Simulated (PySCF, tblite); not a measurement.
# C4H13BOSi: dynamics, then NMR shifts on frames, part 2 of 2

tblite 0.8.0 and PySCF 2.14.0. Atoms count from 0. The steps go on from the part before.

## Step 6: Shielding tensors: 800 fs, PBE0/pcSseg-1

Job settings and geometry (Å):

```
{"job": {"kind": "nmr", "xc": "PBE0", "basis": "pcSseg-1", "pop": false}, "charge": 0, "multiplicity": 1}
C     -2.716900    -1.686800     1.918500
C     -2.050500    -0.348400     1.861200
C     -0.496700    -0.550100     1.773200
O      0.062600     0.771800     1.476700
B      0.970600     1.047800     0.589800
C      1.716600     0.146600    -0.509800
Si     3.108800    -1.063700     0.292100
H     -3.796200    -1.563600     1.670200
H     -2.592600    -2.145900     2.942200
H     -2.272700    -2.416800     1.237000
H     -2.205000     0.366900     2.823700
H     -2.364000     0.243500     1.031200
H     -0.027700    -0.882700     2.748800
H     -0.297300    -1.344200     1.034900
H      1.263600     2.175000     0.696000
H      0.978000    -0.513000    -0.950900
H      2.086200     0.762700    -1.286200
H      2.657800    -1.653100     1.576700
H      4.082400    -0.026100     0.666700
H      3.593800    -2.017400    -0.629300
```

With the program's defaults for keys left out, this is: GIAO PBE0/pcSseg-1 NMR shielding, non-relativistic, gas phase.

Output:

```text
coarse grid: 16200 points
cycle   1  E = -549.1968636770  dE =  2.989e-01  |g| = 6.548e-01  |ddm| = 3.676e+00
cycle   2  E = -549.1052671898  dE =  9.160e-02  |g| = 9.565e-01  |ddm| = 1.309e+00
cycle   3  E = -549.2872902215  dE = -1.820e-01  |g| = 1.202e-01  |ddm| = 8.364e-01
cycle   4  E = -549.2897763550  dE = -2.486e-03  |g| = 4.309e-02  |ddm| = 1.073e-01
cycle   5  E = -549.2902191894  dE = -4.428e-04  |g| = 7.082e-03  |ddm| = 3.874e-02
cycle   6  E = -549.2902308373  dE = -1.165e-05  |g| = 2.164e-03  |ddm| = 8.009e-03
cycle   7  E = -549.2902320121  dE = -1.175e-06  |g| = 3.778e-04  |ddm| = 1.972e-03
final grid: 149016 points
cycle   8  E = -549.3419251496  dE = -3.874e-05  |g| = 1.257e-02  |ddm| = 2.984e-02
cycle   9  E = -549.3418817244  dE =  4.343e-05  |g| = 1.989e-02  |ddm| = 2.017e-02
cycle  10  E = -549.3419568506  dE = -7.513e-05  |g| = 1.605e-03  |ddm| = 1.268e-02
cycle  11  E = -549.3419574369  dE = -5.863e-07  |g| = 2.522e-04  |ddm| = 1.601e-03
cycle  12  E = -549.3419574502  dE = -1.332e-08  |g| = 7.263e-05  |ddm| = 2.536e-04
cycle  13  E = -549.3419574515  dE = -1.317e-09  |g| = 1.895e-05  |ddm| = 8.169e-05
cycle  14  E = -549.3419574516  dE = -8.015e-11  |g| = 4.652e-06  |ddm| = 1.976e-05
converged SCF energy = -549.3419574516

GIAO shielding tensors (ppm)
atom      isotropic    diamagn.    paramagn.     s11        s22        s33       span
  0 C      171.437     245.096     -73.658    157.622    170.139    186.551     28.930
  1 C      147.232     250.148    -102.917    132.116    143.055    166.524     34.408
  2 C      103.249     248.502    -145.253     71.548     90.822    147.378     75.830
  3 O      112.468     395.292    -282.824    -46.900     85.257    299.046    345.946
  4 B       55.361     194.604    -139.242      8.753     57.392     99.939     91.185
  5 C      185.749     262.918     -77.169    168.500    189.224    199.525     31.025
  6 Si     435.488     879.498    -444.010    391.298    447.359    467.807     76.509
  7 H       29.463      25.312       4.150     24.862     26.888     36.638     11.776
  8 H       29.518      25.218       4.300     25.467     27.256     35.833     10.366
  9 H       30.744      30.237       0.508     26.403     30.046     35.785      9.382
 10 H       27.004      27.537      -0.532     23.495     25.721     31.796      8.301
 11 H       30.339      34.235      -3.896     26.516     30.299     34.202      7.686
 12 H       26.643      30.857      -4.213     23.444     27.201     29.284      5.840
 13 H       27.644      35.674      -8.030     23.414     27.667     31.850      8.436
 14 H       26.546      32.372      -5.826     23.863     26.738     29.036      5.173
 15 H       31.773      37.974      -6.201     28.046     30.153     37.120      9.073
 16 H       31.821      34.539      -2.717     27.769     28.726     38.969     11.200
 17 H       27.689      29.412      -1.723     23.739     27.627     31.701      7.962
 18 H       27.429      28.220      -0.792     23.928     25.625     32.733      8.805
 19 H       28.435      29.116      -0.681     25.018     25.857     34.430      9.412
```

Wall time 26 s (1 thread of Arm Neoverse V2, shared host); peak memory 0.91 GiB.

This run: δ C2 83.7, C1 39.7, C0 15.5, C5 1.2, H14 5.17, H12 5.07 ppm.

## Step 7: Nuclear shieldings: 1000 fs, PBE0/pcSseg-1

Job settings and geometry (Å):

```
{"job": {"kind": "nmr", "xc": "PBE0", "basis": "pcSseg-1", "pop": false}, "charge": 0, "multiplicity": 1}
C     -2.725600    -2.449200     1.941900
C     -2.053600    -1.126900     2.237900
C     -0.549900    -1.052100     1.767800
O      0.023700     0.268700     1.896000
B      0.999000     0.704500     1.128000
C      1.652400    -0.188800    -0.047300
Si     3.169400    -1.321600     0.527600
H     -3.735600    -2.216500     2.212100
H     -2.210200    -3.293800     2.495900
H     -2.645000    -2.833400     0.911400
H     -2.155700    -1.047000     3.355800
H     -2.679100    -0.327300     1.705100
H     -0.027400    -1.659100     2.519800
H     -0.479500    -1.350100     0.735200
H      1.391000     1.800400     1.439300
H      0.801500    -0.600700    -0.566100
H      2.146200     0.414300    -0.728000
H      3.014000    -2.740800     0.067200
H      3.398100    -1.398300     1.999000
H      4.371400    -0.911200    -0.219200
```

Method: GIAO PBE0/pcSseg-1 NMR shielding, non-relativistic, gas phase.

Output:

```text
coarse grid: 16200 points
cycle   1  E = -549.2008083229  dE =  3.191e-01  |g| = 6.518e-01  |ddm| = 3.678e+00
cycle   2  E = -549.1137876981  dE =  8.702e-02  |g| = 9.472e-01  |ddm| = 1.240e+00
cycle   3  E = -549.2877832919  dE = -1.740e-01  |g| = 1.260e-01  |ddm| = 8.085e-01
cycle   4  E = -549.2906081847  dE = -2.825e-03  |g| = 4.042e-02  |ddm| = 1.071e-01
cycle   5  E = -549.2909991674  dE = -3.910e-04  |g| = 6.722e-03  |ddm| = 3.678e-02
cycle   6  E = -549.2910098771  dE = -1.071e-05  |g| = 1.881e-03  |ddm| = 7.717e-03
cycle   7  E = -549.2910107842  dE = -9.072e-07  |g| = 3.395e-04  |ddm| = 1.827e-03
final grid: 149016 points
cycle   8  E = -549.3425837687  dE = -3.293e-05  |g| = 1.144e-02  |ddm| = 2.368e-02
cycle   9  E = -549.3425517963  dE =  3.197e-05  |g| = 1.752e-02  |ddm| = 1.782e-02
cycle  10  E = -549.3426100328  dE = -5.824e-05  |g| = 1.630e-03  |ddm| = 1.113e-02
cycle  11  E = -549.3426106236  dE = -5.907e-07  |g| = 1.990e-04  |ddm| = 1.530e-03
cycle  12  E = -549.3426106316  dE = -8.052e-09  |g| = 6.026e-05  |ddm| = 2.122e-04
cycle  13  E = -549.3426106325  dE = -9.029e-10  |g| = 1.763e-05  |ddm| = 6.801e-05
converged SCF energy = -549.3426106325

GIAO shielding tensors (ppm)
atom      isotropic    diamagn.    paramagn.     s11        s22        s33       span
  0 C      170.239     247.471     -77.232    154.476    169.713    186.529     32.052
  1 C      146.388     246.244     -99.856    129.760    148.996    160.409     30.648
  2 C      110.476     246.956    -136.481     67.646    109.873    153.909     86.264
  3 O      113.032     394.486    -281.455    -70.734    101.596    308.232    378.966
  4 B       55.041     194.935    -139.894     12.327     54.961     97.835     85.508
  5 C      190.319     260.754     -70.435    165.361    197.665    207.931     42.570
  6 Si     430.355     877.987    -447.631    396.114    416.095    478.858     82.744
  7 H       29.996      25.626       4.370     24.683     28.073     37.232     12.549
  8 H       29.532      25.943       3.589     25.840     27.531     35.224      9.384
  9 H       30.405      30.198       0.207     26.745     28.621     35.850      9.105
 10 H       28.338      29.093      -0.755     24.010     28.117     32.885      8.875
 11 H       28.440      31.240      -2.800     24.059     28.343     32.919      8.860
 12 H       27.160      31.631      -4.471     22.671     29.102     29.705      7.034
 13 H       27.396      35.075      -7.679     21.503     27.582     33.103     11.600
 14 H       26.016      31.061      -5.046     23.720     25.551     28.776      5.056
 15 H       31.623      36.747      -5.124     26.419     31.025     37.426     11.006
 16 H       32.467      35.959      -3.492     26.759     30.573     40.068     13.309
 17 H       27.219      27.913      -0.694     24.076     25.627     31.953      7.877
 18 H       27.513      27.593      -0.080     23.990     26.266     32.283      8.293
 19 H       27.556      27.608      -0.051     23.798     25.571     33.299      9.501
```

Run time: 23 s. Hardware: 1 thread of Arm Neoverse V2, shared host; peak memory 0.91 GiB.

Key values: δ C2 76.4, C1 40.5, C0 16.7, C5 -3.4, H14 5.70, H12 4.56 ppm.

## Step 8: Side by side: NMR shifts

Shifts (ppm) of some atoms, chosen among heavy atoms and hydrogens apart, with basis size and wall time:

```
  frame    C2    C1    C5   H10     H8     O3    Si6  functions  time
 250 fs  80.1  28.6   0.2  0.82   0.21  217.9  -79.3        191  31 s
 425 fs  75.4  26.8   4.4  1.57  -0.28  204.4  -73.0        191  25 s
 625 fs  78.6  34.8   4.9  2.53   0.30  235.2  -73.0        191  24 s
 800 fs  83.7  39.7   1.2  4.71   2.20  223.6  -86.3        191  26 s
1000 fs  76.4  40.5  -3.4  3.38   2.19  223.0  -81.2        191  23 s
```

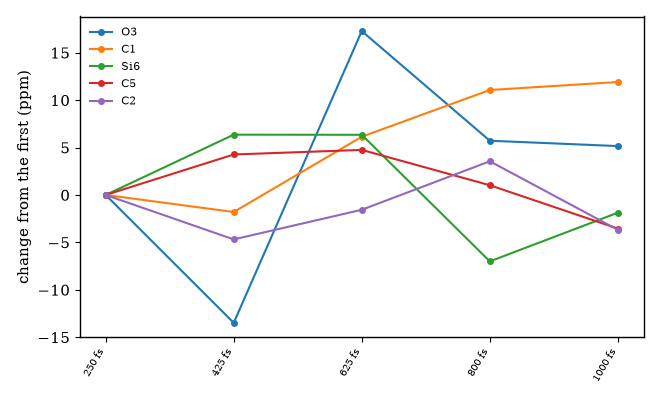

How five of the tabulated atoms move from run to run.

## Step 9: What came out

This closing draws on all 2 parts.

```
                                           quantity                                                                              value
                                         thermostat                                                                              400 K
                      mean temperature, second half                                                                              346 K
            mean potential energy above the minimum                                                                            0.81 eV
     13C shifts against TMS (PBE0/pcSseg-1, 250 fs)                                                           80.1, 28.6, 9.0, 0.2 ppm
      1H shifts against TMS (PBE0/pcSseg-1, 250 fs)  5.93, 5.08, 4.66, 4.37, 3.92, 3.23, 1.90, 1.62, 1.18, 0.82, 0.72, 0.21, -0.45 ppm
     17O shifts against H2O (PBE0/pcSseg-1, 250 fs)                                                                          217.9 ppm
11B shifts against BF3·OEt2 (PBE0/pcSseg-1, 250 fs)                                                                           45.1 ppm
    29Si shifts against TMS (PBE0/pcSseg-1, 250 fs)                                                                          -79.3 ppm
              surface potential, 1st and 99th percentile                                                                 -1.09 V and 0.99 V
                           range of the shift of O3                                                                 204.4 to 235.2 ppm
```

In words: In the second half the potential energy averages 0.81 eV above the minimum; equipartition over 54 harmonic modes at 400 K would give 0.93 eV. With 20 atoms the temperature swings widely (200 to 469 K). Shifts at one fixed geometry are not the observed spectrum, which averages over the motion. In the first frame run (250 fs): The widest tensor belongs to O3: span 391 ppm, with a paramagnetic part of -277 ppm. In ppm, O3 moves most: its shift spreads over 30.8 ppm, from 204.4 (425 fs) to 235.2 (625 fs).
